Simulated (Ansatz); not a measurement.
**Scan of one atom of the cell for SnSe2 (CdI2 type)**

Relaxed SnSe2 (CdI2 type):

```
CELL_PARAMETERS angstrom
      7.68056     0.00000     0.00000
     -1.92014     3.32578     0.00000
      0.00000     0.00000     6.00569
ATOMIC_POSITIONS crystal
  Sn 0.00000 0.00000 0.00000
  Sn 0.50000 0.00000 0.00000
  Se 0.16667 0.66667 0.26533
  Se 0.66667 0.66667 0.26533
  Se 0.33333 0.33333 0.73467
  Se 0.83333 0.33333 0.73467
```

In each cell atom 3 (Se, nearest neighbour Sn at 2.730 Å; its periodic images, 3.8 Å or more away, move with it) moves by s·(1.000, 0.000, 0.000) (along Cartesian x), the rest being held.

These are PBE-D3(BJ) (plane waves to 420 eV, PAW, scalar-relativistic; Ansatz, an electronic-structure program) values and carry that method's errors. k mesh 4×8×5 (Γ-centred), Fermi-Dirac smearing 0.05 eV. Energies are smeared free energies. F∥ is the force on the atom along that direction. SnSe2 was relaxed with its symmetry unable to fall. The zero of ΔE is the undisplaced structure.

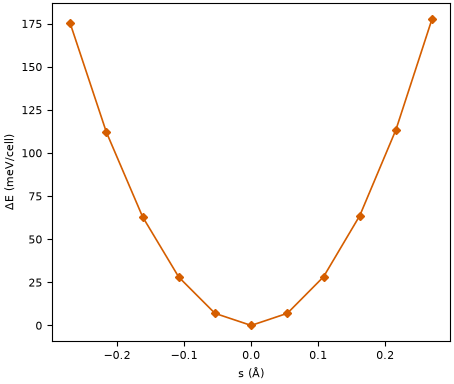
Fig. 1. ΔE (meV/cell) against s (Å); markers are the computed points, lines only join them.

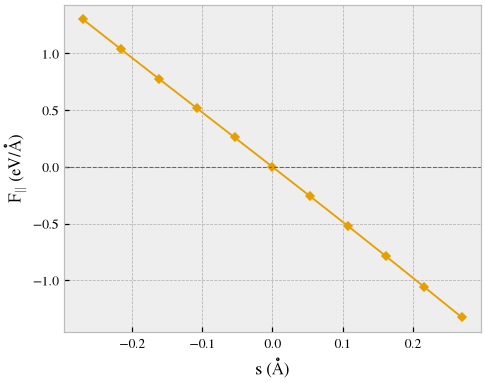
Figure: F∥ (eV/Å) against s (Å); markers are the computed points, lines only join them.

The energy at s = 0.270 Å is 177.9 meV/cell and the force along the line at s = -0.270 Å is 1.30 eV/Å. The force constant k = d²E/ds² at s = 0 (finite differences) is 4.82 eV/Å². Shape of the curve: a single well with its minimum at or next to zero displacement. Harmonic estimate at the end of the scan: ½ks² = 175.5 meV/cell against the computed 177.9 meV/cell, so the well is close to harmonic there.

The forces along the line at the two nearest points give (0.259 − (-0.261)) / (2·0.054) = 4.81 eV/Å²; the next pair corrects for the finite step.

(For displaced atoms, the force is minus the slope of the energy, and its curvature is a force constant, which sets phonon frequencies.)
